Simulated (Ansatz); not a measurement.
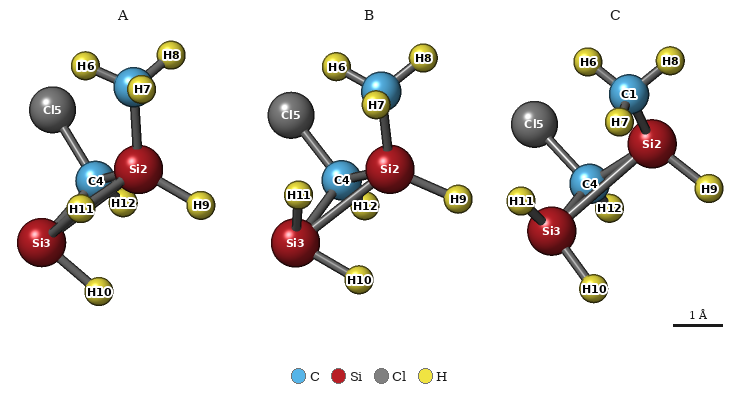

3 geometries from one relaxation of C2H7ClSi2 (coarse preliminary run), in shuffled order. A ball-and-stick model, seen from a free direction.

The start comes from a force field.

Theory: Ansatz 0.2.0, RKS PBE-D4/def2-SVP. Set-up: force threshold 0.03 eV/Å; at most 200 steps.

### Put them in the order of the run, from the start to the converged end.

C, B, A. They are steps 0, 5, 16, at +1.443 eV, +0.294 eV relative to the last. H11 moves most after the best rigid fit: 1.08 Å. Largest moves by element: H 1.08 Å, Si 0.94 Å, Cl 0.39 Å, C 0.17 Å. Among the contacts that change: Si2–H11 3.269 → 1.656 Å, Si3–H11 1.482 → 1.775 Å, Si3–C4 1.725 → 1.981 Å, Si2–Si3 2.749 → 2.569 Å. Bond angles that change, for instance: Si2–Si3–H11 96.6° → 39.8°, C4–Si3–H11 120.7° → 84.8°, C1–Si2–Si3 95.8° → 125.8°. Over 16 geometry steps the energy falls by 1.443 eV. Largest force component: 3 eV/Å at the start, 0.026 eV/Å at the end.
